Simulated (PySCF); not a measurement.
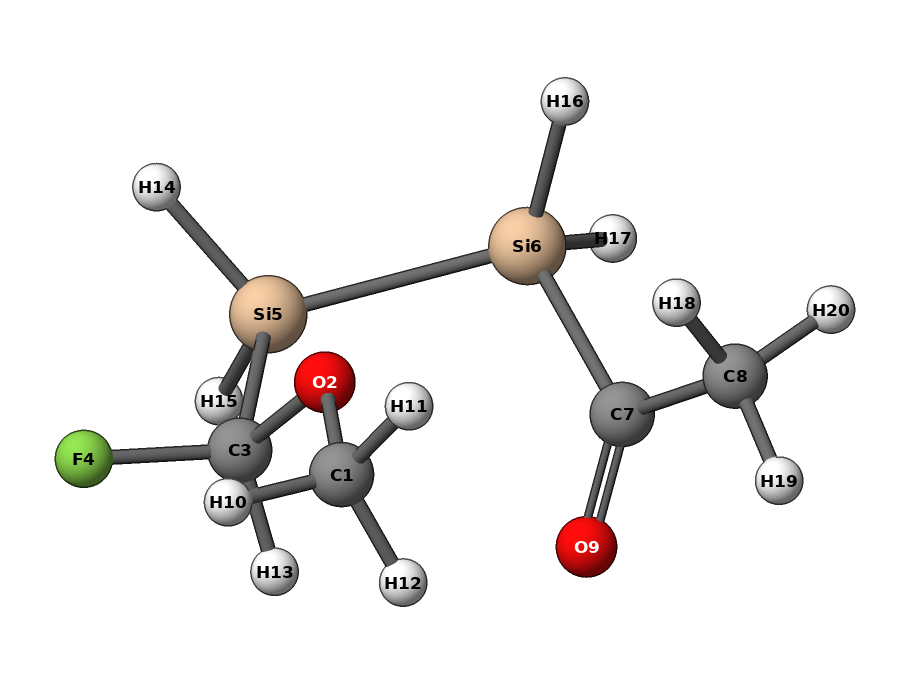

The questions are on isotropic NMR shieldings of the O atoms. The geometry was computed by an optimisation with GFN2-xTB. No frequency run is at hand to confirm it as a minimum. Level of theory: GIAO PBE0/pcSseg-1 NMR shielding, non-relativistic, gas phase (PySCF 2.14.0).

List the isotropic NMR shieldings of the O atoms.

```
atom  σ (ppm)
  O2    255.3
  O9   −474.1
```

The geometry is semi-empirical. Around Si such bond lengths and angles can be off by a tenth of an ångström or more and by several degrees, and values that hang on the shape move with them.
